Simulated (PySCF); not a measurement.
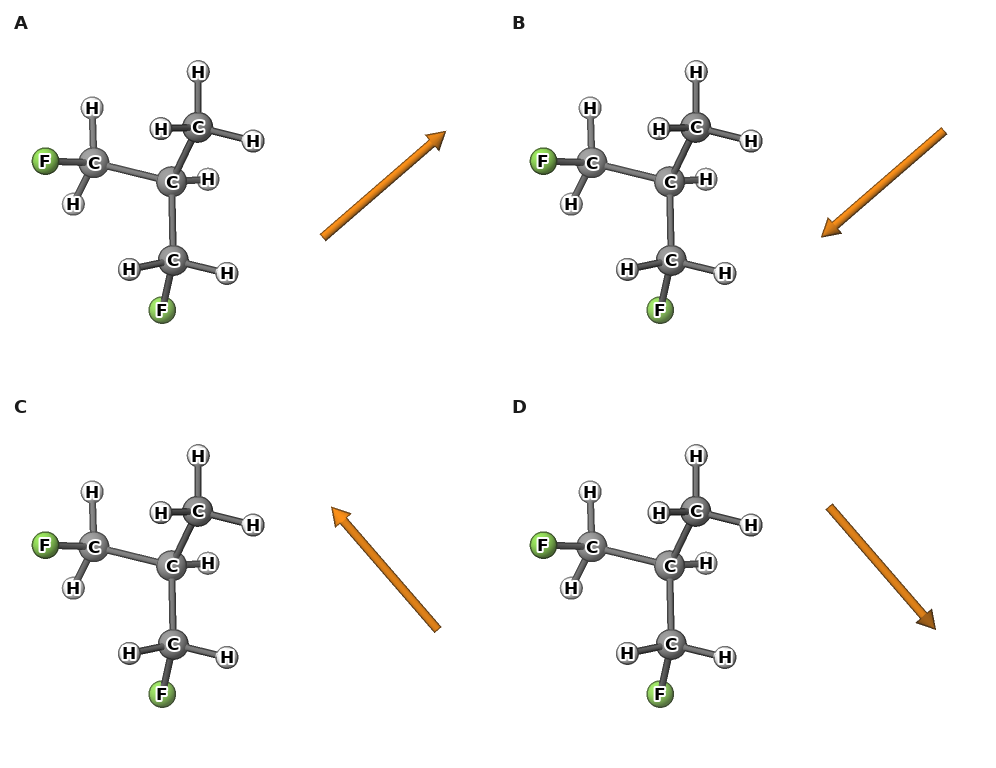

The same molecule four times, each with an arrow. Computed geometry: GFN2-xTB optimisation. No frequency run is at hand to confirm it as a minimum. Level of theory: PBE0/pcSseg-1, gas phase (PySCF 2.14.0).

Which arrow points along the dipole moment, from the negative to the positive end?

Answer. A. The dipole moment is 1.96 D.
